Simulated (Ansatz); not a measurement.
# What a change does: single-point calculation on GeSi₃H₉O₃F

System: GeSi₃H₉O₃F, SMILES [F][Ge]([O][SiH3])([O][SiH3])[O][SiH3].
Method of run 1: RKS SPW92 (LDA)/def2-TZVPP (Ansatz 0.2.0).

The geometry comes from this level: PBE0-D4/def2-TZVP. Text and figures count atoms from 1; the logs count them from 0 in places.

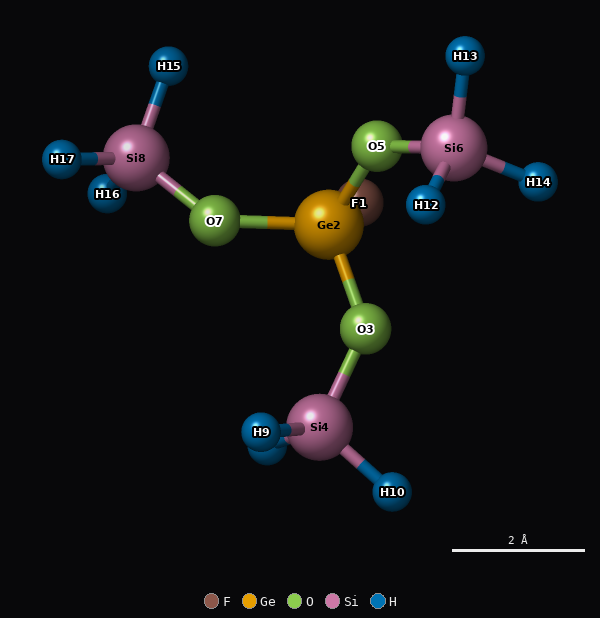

**Figure 1.** The structure as given in the input (ball-and-stick view, seen at a tilt; atoms are numbered from 1 in the order of the input). Sticks mark near contacts.

**Input, run 1**
```yaml
crystal:
  periodic: [false, false, false]
  atoms:
    - {symbol: F, position_ang: [-1.910198, 0.944648, 1.028000]}
    - {symbol: Ge, position_ang: [-0.543425, 0.347381, 0.181987]}
    - {symbol: O, position_ang: [-0.944123, -1.170862, -0.545449]}
    - {symbol: Si, position_ang: [-0.678365, -2.752426, -0.153052]}
    - {symbol: O, position_ang: [-0.135698, 1.502320, -1.036338]}
    - {symbol: Si, position_ang: [-0.161489, 1.507586, -2.686371]}
    - {symbol: O, position_ang: [0.743563, 0.136054, 1.319099]}
    - {symbol: Si, position_ang: [1.340222, 0.967411, 2.614051]}
    - {symbol: H, position_ang: [0.743490, -3.105280, -0.392352]}
    - {symbol: H, position_ang: [-1.555869, -3.564863, -1.027391]}
    - {symbol: H, position_ang: [-1.011211, -2.994952, 1.273792]}
    - {symbol: H, position_ang: [0.746459, 0.459318, -3.218521]}
    - {symbol: H, position_ang: [0.306122, 2.846296, -3.115082]}
    - {symbol: H, position_ang: [-1.538217, 1.262900, -3.185685]}
    - {symbol: H, position_ang: [1.144632, 2.427470, 2.424179]}
    - {symbol: H, position_ang: [0.649137, 0.530962, 3.852322]}
    - {symbol: H, position_ang: [2.786072, 0.655534, 2.707011]}
basis:
  gaussian: {orbitals: def2-TZVPP}
hamiltonian: {xc: lda}
output: {orbitals: {seedname: orbitals}}
```

Launched with:
```bash
ansatz run in.yaml --threads 4 --pin off --events-out ev --progress --plain --max-ram 66560MiB --backend cuda --devices 0, --max-vram 37GiB
```

Hardware: 4 CPU threads, shared host.

**Output (run 1)**
```
Functional definition: SPW92
  exchange = slater_x
  correlation = pw_c
2362 factors; their error is unknown
mean field evaluation 1: about -88904.4565 eV, gradient 1.1e2 eV
mean field evaluation 2: about -88825.7867 eV, gradient 2.3e2 eV
mean field evaluation 4: about -88922.5692 eV, gradient 2.6e1 eV
mean field evaluation 8: about -88923.4530 eV, gradient 3.0e-1 eV
mean field evaluation 16: about -88923.3922 eV, gradient 2.0e-4 eV
mean field -88923.39215781 eV, -3267.8743873594 hartree, gradient 8.6e-5 eV, S^2 0.000000; 0 other end points of the search recorded, 0 dependent functions left out
reference -88923.39221791 eV, -3267.8743895681 hartree; 58, 58 occupied and 366, 366 virtual orbitals, 2362 factors
Total energy: -88923.39221791 eV, -3267.8743895681 hartree
```

For run 2 the input was changed thus:
```diff
-hamiltonian: {xc: lda}
+hamiltonian: {xc: hse06, dispersion: d4}
```

What does this change do to the results?

The total energies belong to different models, so their difference says nothing on which is more stable or more accurate. The HOMO goes from −7.71 to −8.70 eV. The LUMO goes from −2.34 to −1.41 eV.

**Output (run 2)**
```
Functional definition: HSE06
  parameter a = 0.25
  parameter omega = 0.11/bohr
  exchange = pbe_x - a*pbe_x_sr(omega) + a*exact_x_sr(omega)
  correlation = pbe_c
2414 factors; their error is unknown
188 factors; integrals over basis functions are off by at most 5.2e-7 eV
mean field evaluation 1: about -89126.0992 eV, gradient 9.3e1 eV
mean field evaluation 2: about -89100.5821 eV, gradient 1.5e2 eV
mean field evaluation 4: about -89138.9287 eV, gradient 9.8e0 eV
mean field evaluation 8: about -89139.0604 eV, gradient 1.4e-1 eV
mean field evaluation 16: about -89139.3964 eV, gradient 2.4e-4 eV
mean field -89139.39639350 eV, -3275.8123966081 hartree, gradient 3.3e-5 eV, S^2 0.000000; 0 other end points of the search recorded, 0 dependent functions left out
reference -89139.39645878 eV, -3275.8123990070 hartree; 58, 58 occupied and 366, 366 virtual orbitals, 2414 factors
Total energy: -89139.79863175 eV, -3275.8271785911 hartree
```

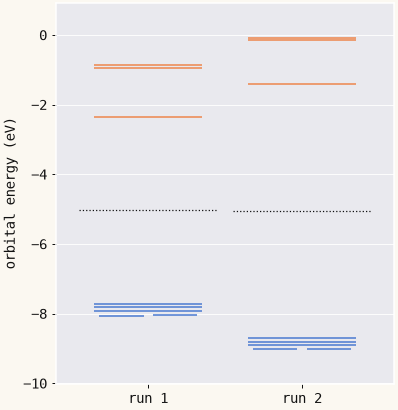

**Figure 2.** The five highest filled and three lowest empty orbital energies of the two runs; the dotted lines part filled from empty levels. The HOMO–LUMO gap is 5.37 eV in run 1 and 7.29 eV in run 2.

**The two runs side by side**

| quantity | run 1 | run 2 |
| --- | --- | --- |
| outcome | converged | converged |
| total energy (hartree) | −3267.874390 | −3275.827179 |
| HOMO (eV) | −7.71 | −8.70 |
| LUMO (eV) | −2.34 | −1.41 |
| basis functions | 424 | 424 |
| wall time (shared host) | 2.9 s | 5.5 s |
